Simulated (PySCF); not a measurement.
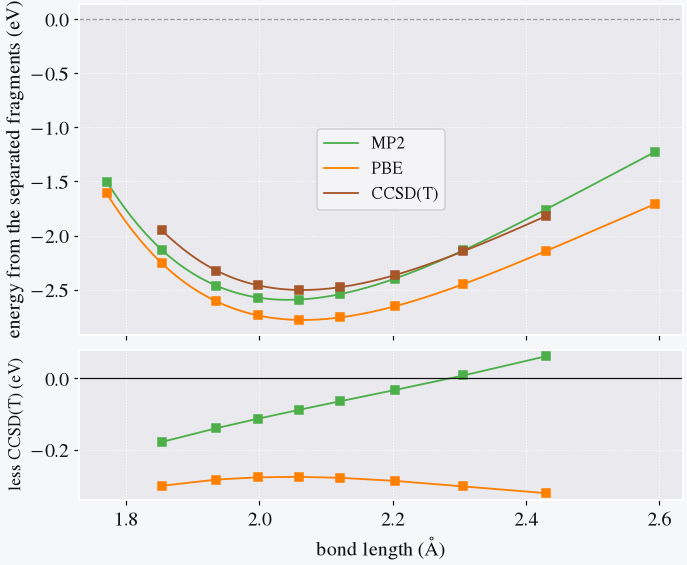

Bond curves of ZnCl⁺, singlet, def2-TZVPPD (non-relativistic), PySCF: energy from the separated fragments (atoms in their ground configurations, no counterpoise). One reference determinant with the occupation held, the lowest that a PBE0 search over spins and occupations found; no spin-orbit coupling. Splines pass through the computed points, which are marked. References: UKS for PBE; RHF for MP2 and CCSD(T). The fragments are Zn⁺ + Cl. With PBE and MP2 the solution stays closed-shell at all points drawn; such a solution can't reach the open-shell fragments at long range.

Where is the minimum of each curve?

MP2: near 2.04 Å, −2.59 eV; PBE: near 2.06 Å, −2.78 eV; CCSD(T): near 2.06 Å, −2.50 eV (from the spline).

Order the curves at 2.43 Å.

PBE −2.14, CCSD(T) −1.82, MP2 −1.76 eV, from lowest to highest.
